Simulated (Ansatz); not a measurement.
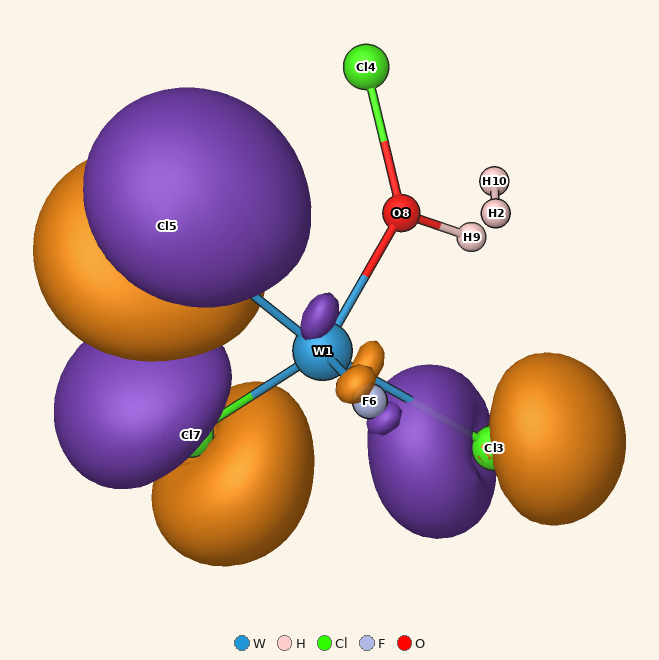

Cl$_{4}$FHOW···H$_{2}$. The HOMO−1 at ±0.08 Å⁻³ᐟ² (orange and purple are the two phases), seen at an oblique angle.

Core potentials replace the inner electrons of W; not at a stationary point (largest force 1.7 eV/Å).

Level of theory: RHF/def2-SVP in Ansatz.

```xyz
10

W     0.2634   -0.2935   -0.3793
H     0.1934   -0.1524    2.5414
Cl    2.6907   -0.5126   -0.2233
Cl    0.0226    2.9129    0.7367
Cl   -2.0608    0.2680   -0.3683
F    -0.0259   -1.7740    0.6491
Cl    0.3734   -0.0549   -2.6481
O     0.8096    1.4626    0.3919
H     1.7683    1.5536    0.4966
H     0.3718    0.5065    2.3519
```

### Describe this orbital and give its energy.

By Hirshfeld shares it lies mainly on Cl5 (about 55 %), Cl7 (about 25 %) and Cl3 (about 15 %); largely a combination of lone pairs on Cl5, Cl7 and Cl3. Its energy is −11.58 eV.
